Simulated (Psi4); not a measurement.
# [BF2]+ (SMILES F[B+]F) at PBE0/cc-pVTZ

Aim: the vertical ionisation energy of [BF2]+ at PBE0/cc-pVTZ, from 2 runs. 

The results are computed with Psi4 1.11.

3 further runs of the same task are left out: 2 that didn't finish, 1 set aside as unsound or not needed.

## (1) Starting point

[BF2]+: 3 atoms, total charge +1, spin state singlet. SMILES: `F[B+]F`. The shape is that of a PBE0-D4/def2-TZVP optimisation.

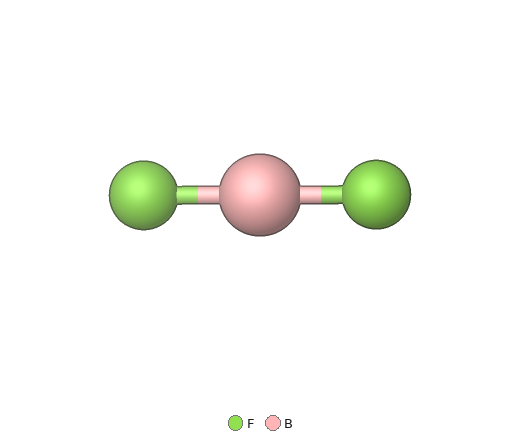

Viewed from a chosen angle; fluorine green, boron pink.

## (2) A single-point energy at PBE0/cc-pVTZ

File input.in:

```
memory 2200 mb

molecule {
  1 1
  F      0.329710     1.140520     0.307700
  B      0.000000     0.000000     0.000000
  F     -0.329720    -1.140520    -0.307700
  units angstrom
  symmetry c1
  no_reorient
  no_com
}

set basis cc-pVTZ
set reference rks
set puream true
set e_convergence 1e-09
set d_convergence 1e-08
set scf_type pk
set dft_radial_points 99
set dft_spherical_points 590

e_tot, wfn = energy("pbe0", return_wfn=True)
oeprop(wfn, "MAYER_INDICES", "DIPOLE", "QUADRUPOLE", title="PBE0")
```

Launch:

```sh
$ psi4 input.in input.out -n 1
```

input.out:

```text
[...]
  Running in c1 symmetry.
[...]
  Nuclear repulsion =   56.306969287117830
[...]
  Multiplicity = 1
[...]
  Nalpha       = 11
  Nbeta        = 11
[...]
    Number of basis functions: 90
[...]
   @RKS iter   1:  -224.07057869309943   -2.23394e-02   4.37704e-03 DIIS/ADIIS
[...]
   @RKS iter   9:  -224.11460292121572   -2.72848e-12   5.42059e-09 DIIS
[...]
    Orbital Energies [Eh]
    ---------------------
    Doubly Occupied:
       1A    -25.187800     2A    -25.187798     3A     -7.318041
       4A     -1.665998     5A     -1.658695     6A     -0.954843
       7A     -0.947644     8A     -0.889560     9A     -0.889560
      10A     -0.834205    11A     -0.834205
[...]
  @RKS Final Energy:  -224.11460292121572
   => Energetics <=
    Nuclear Repulsion Energy =             56.3069692871178304
    One-Electron Energy =                -414.8839691720486371
    Two-Electron Energy =                 153.0083983742680118
    DFT Exchange-Correlation Energy =     -18.5460014105529396
    Empirical Dispersion Energy =           0.0000000000000000
    VV10 Nonlocal Energy =                  0.0000000000000000
    Total Energy =                       -224.1146029212157202
[...]
 Multipole Moments:
 ------------------------------------------------------------------------------------
     Multipole            Electronic (a.u.)      Nuclear  (a.u.)        Total (a.u.)
 ------------------------------------------------------------------------------------
 L = 1.  Multiply by 2.5417464519 to convert [e a0] to [Debye]
 Dipole X            :          0.0001739           -0.0001701            0.0000038
 Dipole Y            :          0.0000021            0.0000000            0.0000021
 Dipole Z            :          0.0000006            0.0000000            0.0000006
 Magnitude           :                                                    0.0000044
 L = 2.  Multiply by 1.3450342976 to convert [e a0^2] to [Debye ang]
 Quadrupole XX       :        -15.4902486            6.9879156           -8.5023330
 Quadrupole XY       :        -24.1989990           24.1719591           -0.0270399
[...]
```

Wall time 15 s (1 thread of Intel Xeon at 2.50GHz (Skylake/Cascade Lake), shared host); peak memory 0.72 GiB.

## (3) Doublet [BF2]2+: energy and gradient at UPBE0/cc-pVTZ

File job.json:

```json
{
 "schema_name": "qcschema_input",
 "schema_version": 1,
 "molecule": {
  "schema_name": "qcschema_molecule",
  "schema_version": 2,
  "symbols": ["F", "B", "F"],
  "geometry": [0.6230616, 2.15527044, 0.58146873, 0.0, 0.0, 0.0, -0.6230805, -2.15527044, -0.58146873],
  "molecular_charge": 2,
  "molecular_multiplicity": 2,
  "fix_symmetry": "c1"
 },
 "driver": "gradient",
 "model": {
  "method": "pbe0",
  "basis": "cc-pVTZ"
 },
 "keywords": {
  "reference": "uks",
  "puream": true,
  "e_convergence": 1e-09,
  "d_convergence": 1e-08,
  "scf_type": "pk",
  "dft_radial_points": 99,
  "dft_spherical_points": 590,
  "maxiter": 100
 }
}
```

Launch:

```sh
$ psi4 --qcschema job.json -n 1 --memory 2200MB
```

stdout:

```text
[...]
  Running in c1 symmetry.
[...]
  Nuclear repulsion =   56.306969289983982
[...]
  Multiplicity = 2
[...]
  Nalpha       = 11
  Nbeta        = 10
[...]
    Number of basis functions: 90
[...]
   @UKS iter   1:  -223.12608278459521    9.22156e-01   2.43214e-03 ADIIS/DIIS
[...]
   @UKS iter  11:  -223.15403531491745   -1.90425e-12   2.05081e-09 DIIS
[...]
   @S^2 Observed:                7.709120865E-01
[...]
    Orbital Energies [Eh]
    ---------------------
    Alpha Occupied:
       1A    -25.658268     2A    -25.658265     3A     -7.725151
       4A     -2.108517     5A     -2.098941     6A     -1.362185
       7A     -1.361828     8A     -1.342777     9A     -1.304513
      10A     -1.295145    11A     -1.250139
    Alpha Virtual:
      12A     -0.658834    13A     -0.647177    14A     -0.636102
      15A     -0.312161    16A     -0.285758    17A     -0.282588
      18A     -0.262775    19A     -0.179784    20A     -0.179699
      21A     -0.006734    22A      0.010891    23A      0.028803
      24A      0.077416    25A      0.227088    26A      0.269325
[...]
  @UKS Final Energy:  -223.15403531491745
   => Energetics <=
    Nuclear Repulsion Energy =             56.3069692899839822
    One-Electron Energy =                -405.2648681933766284
    Two-Electron Energy =                 143.9874319104748110
    DFT Exchange-Correlation Energy =     -18.1835683219995765
    Empirical Dispersion Energy =           0.0000000000000000
    VV10 Nonlocal Energy =                  0.0000000000000000
    Total Energy =                       -223.1540353149174507
[...]
 Multipole Moments:
 ------------------------------------------------------------------------------------
     Multipole            Electronic (a.u.)      Nuclear  (a.u.)        Total (a.u.)
 ------------------------------------------------------------------------------------
 L = 1.  Multiply by 2.5417464519 to convert [e a0] to [Debye]
 Dipole X            :          0.0000125           -0.0000015            0.0000109
 Dipole Y            :          0.0000009           -0.0000001            0.0000008
 Dipole Z            :         -0.0000106           -0.0000004           -0.0000110
 Magnitude           :                                                    0.0000155
[...]
  -Total Gradient:
     Atom            X                  Y                   Z
    ------   -----------------  -----------------  -----------------
       1       -0.000000082580    -0.000000009340    -0.072945312810
       2       -0.000000406586    -0.000000022780     0.000000755462
       3        0.000000488869     0.000000032104     0.072944557002
[...]
```

The result, in JSON:

```text
{
 "driver": "gradient",
 "model": {
  "method": "pbe0",
  "basis": "cc-pVTZ"
 },
 "success": true,
 "return_result": [-8.25802702223932e-08, -9.340076008369414e-09, -0.07294531280959876, -4.0658609054026577e-07, -2.2780188266459244e-08, 7.554619023815171e-07, 4.888687120394701e-07, 3.2104139679102745e-08, 0.07294455700197428],
 "properties": {
  "calcinfo_nbasis": 90,
  "calcinfo_nmo": 90,
  "calcinfo_nalpha": 11,
  "calcinfo_nbeta": 10,
  "calcinfo_natom": 3,
  "nuclear_repulsion_energy": 56.30696928998398,
  "return_energy": -223.15403531491745,
  "return_gradient": [-8.25802702223932e-08, -9.340076008369414e-09, -0.07294531280959876, -4.0658609054026577e-07, -2.2780188266459244e-08, 7.554619023815171e-07, 4.888687120394701e-07, 3.2104139679102745e-08, 0.07294455700197428],
  "scf_one_electron_energy": -405.2648681933766,
  "scf_two_electron_energy": 143.9874319104748,
  "scf_xc_energy": -18.183568321999577,
  "scf_dipole_moment": [1.0944017981645704e-05, 7.739956423187095e-07, -1.1016844374267531e-05],
  "scf_total_energy": -223.15403531491745,
  "scf_total_gradient": [-8.25802702223932e-08, -9.340076008369414e-09, -0.07294531280959876, -4.0658609054026577e-07, -2.2780188266459244e-08, 7.554619023815171e-07, 4.888687120394701e-07, 3.2104139679102745e-08, 0.07294455700197428],
  "scf_iterations": 11
 }
}
```

Wall time 38 s (1 thread of Intel Xeon at 2.50GHz (Skylake/Cascade Lake), shared host); peak memory 0.72 GiB.

## (4) Outcome

At PBE0/cc-pVTZ:

| quantity | value |
| --- | --- |
| singlet [BF2]+: total energy | -224.11460 Eh |
| singlet [BF2]+: HOMO energy | -22.70 eV |
| singlet [BF2]+: LUMO energy | -8.35 eV |
| singlet [BF2]+: HOMO–LUMO gap | 14.35 eV |
| doublet [BF2]2+: total energy | -223.15404 Eh |
| doublet [BF2]2+: HOMO energy (highest over α and β) | -32.87 eV |
| doublet [BF2]2+: LUMO energy (lowest over α and β) | -29.58 eV |
| doublet [BF2]2+: ⟨S²⟩ | 0.771 |
| doublet [BF2]2+: largest force on an atom | 3.751 eV/Å |
| vertical ionisation energy (to the doublet dication) | 26.138 eV |

The vertical ionisation energy comes to 26.14 eV (603 kcal/mol). The negative HOMO energy of the first species, 22.70 eV, lies 3.44 eV below that difference.
